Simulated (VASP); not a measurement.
Band structure of InP (zinc blende). Level of theory: modified Becke-Johnson potential (mBJ), VASP's PBE PAW potentials (set 64) (plane waves; VASP 6.6.1).

mBJ is a potential without an energy functional, so only the levels count. Unless said otherwise, spin-orbit coupling is left out, though it shifts the bands of the heavy elements here.

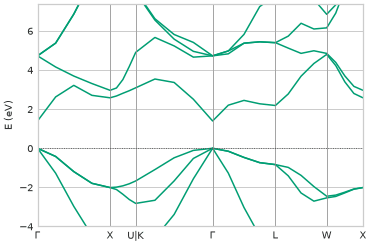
Bands along high-symmetry lines, zero at the valence-band maximum or, without a gap, the Fermi level

Read the plot: is there a gap, and where are the band edges?

The gap is direct, 1.40 eV, from the valence maximum at Γ to the conduction minimum at Γ.

Measured: gap 1.47 eV (computed value off by -0.07 eV), as given by Wei Chen et al., Physical Review Materials (2018), doi:10.1103/physrevmaterials.2.073803 [zero-point renormalisation of 0.05 eV added back (the table's ZPR column)].

The compound is InP in the zinc blende structure. It was relaxed first. The cell's shape comes from a PBE relaxation.
